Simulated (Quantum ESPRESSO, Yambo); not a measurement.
# Quasiparticle gap of MgO (Periclase) in Yambo, part 2 of 2

Wanted: ground state, empty states, screening and self-energy for MgO (Periclase).

Quantum ESPRESSO 7.5 and Yambo 5.3.0; PBE and many-body steps on it, plane waves. Known limits of the many-body steps: not at the basis limit; coarse k mesh.

So far. Step 2 (Ground state): The gap is direct, at Γ. Step 3 (Bands along the symmetry lines): The gap is 4.733 eV, as in the run before at this level.

The database entry behind the starting cell differs from later determinations by our own check (about 0.1 % long), so it need not match the best structure at ambient conditions.

## (4) Empty states on the mesh, 4×4×4 mesh, 50 bands

Level of this step: DFT, PBE, plane waves, norm-conserving pseudopotentials (Quantum ESPRESSO).

The sums over transitions need many empty states on a uniform mesh; this step solves for them.

Contents of pw.in:

```
&control
  calculation = 'nscf'
  prefix = 'x'
  outdir = 'o'
  pseudo_dir = 'pseudo'
/
&system
  ibrav = 0
  nat = 2
  ntyp = 2
  ecutwfc = 76.0
  nbnd = 50
  force_symmorphic = .true.
/
&electrons
  conv_thr = 1e-9
  electron_maxstep = 80
  diago_full_acc = .true.
  diago_thr_init = 5e-6
/
ATOMIC_SPECIES
  Mg 24.305 Mg.upf
  O 15.999 O.upf
CELL_PARAMETERS angstrom
  -0.0000000000 2.1085000000 2.1085000000
  2.1085000000 -0.0000000000 2.1085000000
  2.1085000000 2.1085000000 -0.0000000000
ATOMIC_POSITIONS crystal
  Mg 0.0000000000 0.0000000000 0.0000000000
  O 0.5000000000 0.5000000000 0.5000000000
K_POINTS automatic
  4 4 4 0 0 0
```

On the command line:

```
$ OMP_NUM_THREADS=1 mpirun -n 8 pw.x -nk 4 -in pw.in > pw.out
```

Log:

```text
[banner, memory and clock lines left out]
Program PWSCF v.7.5 starts

     Atomic positions and unit cell read from directory:
     o/x.save/

     Message from routine setup:
     using ibrav=0 with symmetry is DISCOURAGED, use correct ibrav instead

     bravais-lattice index     =            0
     lattice parameter (alat)  =       5.6349  a.u.
     unit-cell volume          =     126.5166 (a.u.)^3
     number of atoms/cell      =            2
     number of atomic types    =            2
     number of electrons       =        16.00
     number of Kohn-Sham states=           50
     kinetic-energy cutoff     =      76.0000  Ry
     charge density cutoff     =     304.0000  Ry
     Exchange-correlation= PBE
                           (   1   4   3   4   0   0   0)

     celldm(1)=   5.634916  celldm(2)=   0.000000  celldm(3)=   0.000000
     celldm(4)=   0.000000  celldm(5)=   0.000000  celldm(6)=   0.000000

     crystal axes: (cart. coord. in units of alat)
               a(1) = (  -0.000000   0.707107   0.707107 )
               a(2) = (   0.707107  -0.000000   0.707107 )
               a(3) = (   0.707107   0.707107  -0.000000 )

     reciprocal axes: (cart. coord. in units 2 pi/alat)
               b(1) = ( -0.707107  0.707107  0.707107 )
               b(2) = (  0.707107 -0.707107  0.707107 )
               b(3) = (  0.707107  0.707107 -0.707107 )
     Pseudo is Norm-conserving, Zval = 10.0
     Generated using ONCVPSP code by D. R. Hamann
     Using radial grid of 1510 points,  4 beta functions with:
     Pseudo is Norm-conserving + core correction, Zval =  6.0
     Generated using ONCVPSP code by D. R. Hamann
     Using radial grid of  936 points,  5 beta functions with:
     Mg               10.00    24.30500     Mg( 1.00)
     O                 6.00    15.99900     O ( 1.00)

     48 Sym. Ops., with inversion, found

   Cartesian axes

     site n.     atom                  positions (alat units)
         1        Mg     tau(   1) = (   0.0000000   0.0000000   0.0000000  )
         2        O      tau(   2) = (   0.7071068   0.7071068   0.7071068  )

     number of k points=     8
                       cart. coord. in units 2pi/alat
        k(    1) = (   0.0000000   0.0000000   0.0000000), wk =   0.0312500
        k(    2) = (   0.1767767   0.1767767  -0.1767767), wk =   0.2500000
        k(    3) = (  -0.3535534  -0.3535534   0.3535534), wk =   0.1250000
[...]
k(    7) = (  -0.7071068   0.0000000   0.0000000), wk =   0.0937500
        k(    8) = (  -0.7071068   0.3535534   0.0000000), wk =   0.1875000

     Dense  grid:    11311 G-vectors     FFT dimensions: (  32,  32,  32)

     The potential is recalculated from file :
     o/x.save/charge-density

     Starting wfcs are    9 randomized atomic wfcs +   41 random wfcs

     Band Structure Calculation

     End of band structure calculation

          k = 0.0000 0.0000 0.0000 (  1411 PWs)   bands (ev):

   -64.3635 -31.1133 -31.1133 -31.1133  -9.1597   8.0109   8.0109   8.0109
    12.7439  23.9496  23.9496  23.9496  27.7112  29.7246  29.7246  32.2651
    32.2651  32.2651  46.2619  46.2619  46.2619  46.9113  58.6243  58.6243
[...]
91.2744  93.7465

          k = 0.1768 0.1768-0.1768 (  1405 PWs)   bands (ev):

[...]
93.5439  95.2346

          k =-0.3536-0.3536 0.3536 (  1404 PWs)   bands (ev):

[...]
68.6143  70.4235  72.0114  74.8161  75.6489  75.6489  80.5877  80.5877
    86.2756  86.8183  88.3425  88.3425  89.6624  89.6624  90.8570  99.7026
    99.7026  99.8427

          k = 0.3536 0.0000 0.0000 (  1427 PWs)   bands (ev):

     [... further k-points ...]

     highest occupied, lowest unoccupied level (ev):     8.0109   12.7439

     XML data file, pseudopotentials, collected wavefunctions
```

The job ended after 1.5 s (8 MPI ranks of AMD EPYC 7R43, shared host; peak memory 0.05 GiB).

Numbers from this step:

- gap: 4.733 eV
- k of the valence top: 0, 0, 0
- k of the conduction bottom: 0, 0, 0
- least direct gap: 4.733 eV
- k points computed: 8
- lowest point of the top converged band, above the valence top: 85.7357 eV

On this mesh the gap is 4.733 eV.

## (5) Conversion and set-up

This step: Yambo 5.3.0; conversion and set-up on PBE, plane waves, norm-conserving pseudopotentials.

The states are converted to the many-body program's format and the q mesh is built.

On the command line:

```
$ (cd o/x.save; p2y > p2y.log; mv SAVE ../..); yambo > setup.log
```

Log:

```text
 Yambo, version 5.3.0

 [02] CORE Variables Setup
 =========================

  [02.01] Unit cells
  ==================

  Cell kind             :  FCC
  Atoms in the cell     :  Mg  O
  number of Mg atoms    :  1
  number of O  atoms    :  1

  List of atomic masses
  Mass of Mg    :  24.30500
  Mass of O     :  15.99900

  List of atomic coordinates    : [cc]
  Mg1       :  0.000000  0.000000  0.000000  order 1
  O1       :  3.984488  3.984488  3.984488  order 2

  Alat factors          :  3.984488  3.984488  3.984488 [a.u.]
  Direct lattice volume :  126.5166 [a.u.]
  Direct lattice vectors:  A[ 1 ]  A[ 2 ]  A[ 3 ]
   A[ 1 ]: -0.000000  1.000000  1.000000  [iru]
  -0.000000  3.984488  3.984488  [cc]
   A[ 2 ]:  1.000000 -0.000000  1.000000  [iru]
   3.984488 -0.000000  3.984488  [cc]
   A[ 3 ]:  1.000000  1.000000 -0.000000  [iru]
   3.984488  3.984488 -0.000000  [cc]

  Recip. lattice volume :  1.960614 [a.u.]
  Recip. lattice vectors:  B[ 1 ]  B[ 2 ]  B[ 3 ]
   B[ 1 ]: -0.500000  0.500000  0.500000  [iku]
  -0.788456  0.788456  0.788456  [cc]
   B[ 2 ]:  0.500000 -0.500000  0.500000  [iku]
   0.788456 -0.788456  0.788456  [cc]
   B[ 3 ]:  0.500000  0.500000 -0.500000  [iku]
   0.788456  0.788456 -0.788456  [cc]

  [02.02] Symmetries
  ==================

  Inversion symmetry    : yes
  Spatial inversion     : yes
  Inversion index       :  25
  K-space Time-reversal : no
  Magnetic symmetries   : no
  Group table correct   : yes
  Symmetries units      :  [cc]

   [S  1]:   1.0000     -0.13128E-16 -0.13128E-16 -0.13128E-16   1.0000      0.13128E-16  0.13128E-16  0.13128E-16   1.0000
   [S  2]:  -1.0000      0.13128E-16 -0.13128E-16  0.13128E-16  -1.0000      0.13128E-16 -0.13128E-16 -0.13128E-16   1.0000
   [S  3]:  -1.0000     -0.13128E-16  0.13128E-16  0.13128E-16   1.0000     -0.13128E-16 -0.13128E-16  0.13128E-16  -1.0000
[...]
[... 36 further rows ...]
   [S 47]: -0.13128E-16   1.0000      0.13128E-16  0.13128E-16 -0.13128E-16  -1.0000       1.0000      0.13128E-16 -0.13128E-16
   [S 48]: -0.13128E-16  -1.0000     -0.13128E-16  0.13128E-16  0.13128E-16   1.0000       1.0000     -0.13128E-16  0.13128E-16

  [02.03] Reciprocal space
  ========================

  nG shells         :  165
  nG charge         :  11311
  nG WFs            :  1863
  nC WFs            :  1428
  G-vecs. in first 16 shells:  [ Number ]
     1    9   15   27   51   59   65   89  113
   137  169  181  229  259  283  307
  ...
  Shell energy in first 16 shells:  [ mHa ]
    0.00000      932.494      1243.33      2486.65      3419.14      3729.98      4973.30      5905.80      6216.63
    7459.95      8392.45      9946.60      10879.1      11189.9      12433.3      13365.7
  ...

  [02.04] K-grid lattice
  ======================

  Compatible Grid is   : 3D
  Base K vectors       :  K_min[ 1 ]  K_min[ 2 ]  K_min[ 3 ]
[...]
BZ  K-points                                      :   64

  K/Q-points units:
  rlu = crystal or reduced units; cc = cartesian coordinates; iku = interal k-units

  K [1]          [rlu]:  0.000000  0.000000  0.000000
         WF components:  1411
  K [2]          [rlu]:  0.15368E-17  0.15368E-17  0.25000
         WF components:  1405
  K [3]          [rlu]: -0.30736E-17 -0.30736E-17 -0.50000
         WF components:  1404
  K [4]          [rlu]: -0.94682E-17  0.25000      0.25000
         WF components:  1427
  K [5]          [rlu]: -0.11041E-16  0.25000     -0.50000
         WF components:  1423
  [... 2 further k-points ...]
  K [8]          [rlu]:  0.250000 -0.500000 -0.250000
         WF components:  1424

  [02.05] Energies & Occupations
  ==============================

  [X] === General ===
  [X] Electronic Temperature                        :  0.000000  0.000000 [eV K]
  [X] Bosonic    Temperature                        :  0.000000  0.000000 [eV K]
  [X] Finite Temperature mode                       : no
  [X] El. density                                   :  0.85343E+24 [cm-3]
  [X] Fermi Level                                   :  8.010858 [eV]

  [X] === Gaps and Widths ===
  [X] Conduction Band Min                           :  4.733020 [eV]
  [X] Valence Band Max                              :  0.000000 [eV]
  [X] Filled Bands                                  :   8
  [X] Empty Bands                                   :    9   50
  [X] Direct Gap                                    :  4.733020 [eV]
  [X] Direct Gap localized at k                     :  1
  [X] Indirect Gap                                  :  4.733020 [eV]
  [X] Indirect Gap between kpts                     :  1  1
  [X] Last valence band width                       :  1.746695 [eV]
  [X] 1st conduction band width                     :  6.928393 [eV]

  E @ K [1]:  [eV]
   -72.374      -39.124      -39.124      -39.124      -17.171     -0.10718E-08 -0.28700E-09   0.0000
    4.73302  15.93871  15.93871  15.93871  19.70033  21.71377  21.71377  24.25421
  occ @ K [1]
   2.000000  2.000000  2.000000  2.000000  2.000000  2.000000  2.000000  2.000000
[...]
E @ K [2]:  [eV]
[...]
occ @ K [2]
[...]
E @ K [3]:  [eV]
[...]
occ @ K [3]
[...]
E @ K [4]:  [eV]
[...]
occ @ K [4]
[...]
E @ K [5]:  [eV]
[...]
occ @ K [5]
[...]
[... 2 further k-points ...]
  E @ K [8]:  [eV]
[...]
occ @ K [8]
   2.000000  2.000000  2.000000  2.000000  2.000000  2.000000  2.000000  2.000000
   0.000000  0.000000  0.000000  0.000000  0.000000  0.000000  0.000000  0.000000

 [03] Transferred momenta grid and indexing
 ==========================================

 IBZ Q-points                                      :   8
 BZ  Q-points                                      :   64

 K/Q-points units:
 rlu = crystal or reduced units; cc = cartesian coordinates; iku = interal k-units

 Q [1]          [rlu]:  0.000000  0.000000  0.000000
 Q [2]          [rlu]:  0.15368E-17  0.15368E-17  0.25000
 Q [3]          [rlu]: -0.30736E-17 -0.30736E-17 -0.50000
[...]
Q [7]          [rlu]:  0.54139E-16 -0.50000     -0.50000
 Q [8]          [rlu]:  0.250000 -0.500000 -0.250000

  [03.01] X indexes
  =================

   [03.01.01] Sigma indexes
   ========================

 [06] Game Over & Game summary
```

Wall time 2.5 s (1 MPI rank); peak memory 0.23 GiB.

## (6) Screening and self-energy, 4×4×4 mesh, 50 bands, screening to 163.3 eV

G0W0 replaces the xc potential by the self-energy, built once from these orbitals. Only a window of levels is corrected, while the sums run over the empty bands that the input names.

This step: G0W0 on PBE, plane waves, norm-conserving pseudopotentials.

Contents of gw1.in:

```
HF_and_locXC
gw0
dyson
ppa
em1d
rim_cut
RandQpts= 1000000
RandGvec= 1 RL
EXXRLvcs= 76 Ry
VXCRLvcs= 304 Ry
Chimod= "HARTREE"
% BndsRnXp
 1 | 50 |
%
NGsBlkXp= 12 Ry
% LongDrXp
 1 | 1 | 1 |
%
% GbndRnge
 1 | 50 |
%
DysSolver= "n"
ExtendOut
PPAPntXp= 27.21138 eV
% QPkrange
 1 | 1 | 7 | 10 |
%
```

On the command line:

```
$ OMP_NUM_THREADS=1 mpirun -n 8 yambo -F gw1.in -J gw1 -C gw1 > gw1.log
```

Log:

```text
 Yambo, version 5.3.0

 [02] CORE Variables Setup
 =========================

  [... cell, symmetries and grids as in the set-up ...]

  [02.05] Energies & Occupations
  ==============================

  [X] === General ===
  [X] Electronic Temperature                        :  0.000000  0.000000 [eV K]
  [X] Bosonic    Temperature                        :  0.000000  0.000000 [eV K]
  [X] Finite Temperature mode                       : no
  [X] El. density                                   :  0.85343E+24 [cm-3]
  [X] Fermi Level                                   :  8.010858 [eV]

  [X] === Gaps and Widths ===
  [X] Conduction Band Min                           :  4.733020 [eV]
  [X] Valence Band Max                              :  0.000000 [eV]
  [X] Filled Bands                                  :   8
  [X] Empty Bands                                   :    9   50
  [X] Direct Gap                                    :  4.733020 [eV]
  [X] Direct Gap localized at k                     :  1
  [X] Indirect Gap                                  :  4.733020 [eV]
  [X] Indirect Gap between kpts                     :  1  1
  [X] Last valence band width                       :  1.746695 [eV]
  [X] 1st conduction band width                     :  6.928393 [eV]

 [03] Transferred momenta grid and indexing
 ==========================================

 IBZ Q-points                                      :   8
 BZ  Q-points                                      :   64

 K/Q-points units:
 rlu = crystal or reduced units; cc = cartesian coordinates; iku = interal k-units

 Q [1]          [rlu]:  0.000000  0.000000  0.000000
 Q [2]          [rlu]:  0.15368E-17  0.15368E-17  0.25000
 Q [3]          [rlu]: -0.30736E-17 -0.30736E-17 -0.50000
 Q [4]          [rlu]: -0.27069E-16  0.25000      0.25000
 Q [5]          [rlu]: -0.16064E-16  0.25000      0.50000
 Q [6]          [rlu]: -0.30736E-17  0.25000     -0.25000
 Q [7]          [rlu]:  0.54139E-16 -0.50000     -0.50000
 Q [8]          [rlu]:  0.250000 -0.500000 -0.250000

 [04] Coloumb potential Random Integration (RIM)
 ===============================================

  [04.01] RIM initialization
  ==========================

  * Diagonal components only detected *

  8 x (sBL volume)        :  0.245077 [a.u.]
  sBZ random points       :  1000000
  Points outside the sBZ  :   7999624
  RL volume               :  1.960614 [a.u.]
  Integrated volume       :  1.960707 [a.u.]

  [04.02] RIM integrals
  =====================

  Gamma point sphere radius             :  0.113514 [a.u.]
  Points outside the sphere             :   799635
  [Int_sBZ(q=0) 1/q^2]*(Vol_sBZ)^(-1/3) =:  7.763403
                                 should be <:  7.795600

  Summary of Coulomb integrals for non-metallic bands |Q|[au] RIM/Bare

  Q [1] 0.100000E-4 0.995870 * Q [2] 0.341411 1.064378
  Q [4] 0.394228 1.063960 * Q [6] 0.557523 1.026260
  Q [5] 0.653753 1.019161 * Q [3] 0.682823 1.016674
  Q [7] 0.788456 1.013019 * Q [8] 0.881520 1.009952

 [05] Dipoles
 ============

  [05.01] Setup: observables and procedures
  =========================================

 [06] Dynamic Dielectric Matrix (PPA)
 ====================================

 [SLK-Inversion]  Pools        :  2
 [SLK-Inversion]  BLACS grid   :  2  2

 [WR./gw1//ndb.pp]---------------------------------------------------------------
  Brillouin Zone Q/K grids (IBZ/BZ)                :    8   64    8   64
  RL vectors                                       :  1893 [WF]
  Coulomb cutoff potential                         : none
  Electronic Temperature                           :  0.000000 [K]
  Bosonic    Temperature                           :  0.000000 [K]
  PPA    diel. fun.  energies                      : Perdew, Burke & Ernzerhof(X)+Perdew, Burke & Ernzerhof(C)
  wavefunctions                                    : Perdew, Burke & Ernzerhof(X)+Perdew, Burke & Ernzerhof(C)
  Global Gauge                                     : length
  X matrix size                                    :  113
  X band range                                     :    1   50
  X e/h energy range                               : -1.000000 -1.000000 [eV]
  X Time ordering                                  : R
  X Hxc Kernel                                     : HARTREE
  X Drude frequency                                :  0.000000  0.000000
  X poles                                          :  100.0000 [o/o]
  RL vectors in the sum                            :  1893
  [r,Vnl] included                                 : yes
  Field direction                                  :  0.577350E-5  0.577350E-5  0.577350E-5
  BZ energy Double Grid                            : no
  BZ energy DbGd points                            : 0
  BZ Q point size factor                           : -1.000000
  X Optical Averaged directions                    : none

 [07] Local Exchange-Correlation + Non-Local Fock
 ================================================

 [VXC] Plane waves :  11311
 [EXS] Plane waves :  1459

 QP @ state[ 1 ] K range:  1  1
 QP @ state[ 1 ] b range:   7  10

 [xc] Functional : Perdew, Burke & Ernzerhof(X)+Perdew, Burke & Ernzerhof(C)
 [xc] LIBXC used to calculate xc functional
  PP Number of Atomic Species                      :  2
  NLCC RL compoments                               :  11311
  PP Number of Atomic Species                      :  2
  NLCC RL compoments                               :  11311

 [xc] E_xc :  -11.58643 [Ha]
      E_xc :  -23.17287 [Ry]

  Local XC kind (lXC) : Perdew, Burke & Ernzerhof(X)+Perdew, Burke & Ernzerhof(C)
  Non-Local XC kind (nlXC) : Hartree-Fock

  Corrections @ K [1] :  [eV]
 <7|nlXC|7> = -25.46056 -0.71903E-17 <7|lXC|7> = -20.11168  0.000000
 <8|nlXC|8> = -25.46051 -0.54943E-17 <8|lXC|8> = -20.11168  0.000000
 <9|nlXC|9> = -8.790014  0.24057E-17 <9|lXC|9> = -13.44687 -0.18882E-15
 <10|nlXC|10> = -3.679122  0.69816E-18 <10|lXC|10> = -9.561367  0.000000

 [08] Dyson equation: Newton solver
 ==================================

  [08.01] G0W0 (W PPA)
  ====================

  [  GW  ] Bands range     :    1   50
  [GW/PPA] G damping       :  0.100000 [eV]

  QP @ state[ 1 ] K range:  1  1
  QP @ state[ 1 ] b range:   7  10

   Sc/G bands                                       :    1   50
   Sc/G damping                                     :  0.100000 ev
   Sc bands terminator                              : no
   Sx RL components                                 :  1459

   QP @ state[ 1 ] K range                          :  1  1
   QP @ state[ 1 ] b range                          :   7  10
   GF energies kind                                 : Perdew, Burke & Ernzerhof(X)+Perdew, Burke & Ernzerhof(C)
   GF WF`s kind                                     : Perdew, Burke & Ernzerhof(X)+Perdew, Burke & Ernzerhof(C)
   Xs energies kind                                 : Perdew, Burke & Ernzerhof(X)+Perdew, Burke & Ernzerhof(C)
   Xs WF`s kind                                     : Perdew, Burke & Ernzerhof(X)+Perdew, Burke & Ernzerhof(C)

 [11] Game Over & Game summary
```

The job ended after 7.9 s (8 MPI ranks; peak memory 2.4 GiB; 53 s of CPU time).

This step gave:

- G0W0 gap on the points computed: 6.873 eV
- starting gap on the mesh: 4.733 eV
- k of the valence top: 0, 0, 0
- k of the conduction bottom: 0, 0, 0
- least direct G0W0 gap on the computed points: 6.873 eV
- Z at the valence top: 0.8014
- Z at the conduction bottom: 0.8515

The gap on the mesh goes from 4.73 eV to 6.87 eV, a correction of +2.14 eV.

Limits: finite bands, cutoff and mesh; coarse k mesh. v1 is the top filled band, c1 the lowest empty one. Levels before and after the correction, in eV, zero at the valence-band top of each column:

```csv
,conduction bottom,valence top
Kohn-Sham,4.73,0.00
G0W0,6.87,0.00
```

```csv
,level,energy (eV)
Kohn-Sham,Γ v2-v1,0.000
Kohn-Sham,Γ c1,4.733
Kohn-Sham,Γ c2,15.939
G0W0,Γ v2-v1,0.000
G0W0,Γ c1,6.873
G0W0,Γ c2,18.238
```

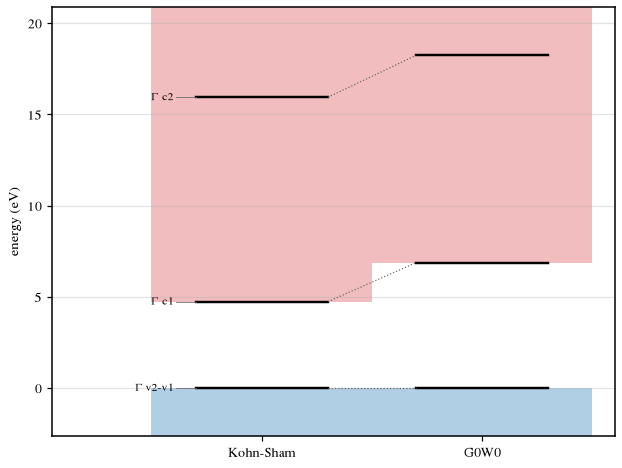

Levels before and after the correction. Shaded: valence and conduction bands.

## (7) Where the time went

Times are wall times on the hardware named with each run, good to a factor of about two.

```csv
step,time,share,memory (GiB)
ground state,2.3 s,14 %,0.44
bands along the symmetry lines,1.8 s,11 %,0.05
empty states on the mesh,1.5 s,9 %,0.05
conversion and set-up,2.5 s,16 %,0.23
screening and self-energy,7.9 s,50 %,2.4
```

## (8) Results

```yaml
pbe_gap: 4.73 eV, direct
g0w0_gap_on_the_mesh: 6.87 eV
gw_settings: 4×4×4 mesh, 50 bands, screening to 163.3 eV, Godby-Needs plasmon pole
known_limits: not at the basis limit; coarse k mesh
```

In words: G0W0 moves the gap on the mesh from 4.73 eV to 6.87 eV (+2.14 eV), with Z of 0.80 and 0.85 at the edges. Only 1 of the mesh's irreducible points was corrected, so a valley elsewhere could overtake. The dearest step here is «screening and self-energy». Bands and cutoff are finite, so the gap is not at the basis limit. The miss can reach some tenths of an eV and take either sign; the mesh is an error of its own. In the G0W0 run levels were corrected at 1 k point alone, so a gap called «on the mesh» is the least over those, and an edge elsewhere would be missed. The 4×4×4 mesh is coarse for this cell, which bears on the long-range parts of exchange and screening.

[Paths, hosts, dates, memory and timing lines, banners, echoed tables and standing remarks are left out of the program output.]

[Logs are printed without paths, hosts, clocks, repeated set-up lines and the standing remarks that a program may print on its own settings, such as how far it seeks lower states.]

[Runs of the session that timed out or met a known fault of the program may be left out.]

[Hosts, paths, dates, database ids (printed as entryN), source tags and the programs' standing remarks are cut or masked in the printed files.]
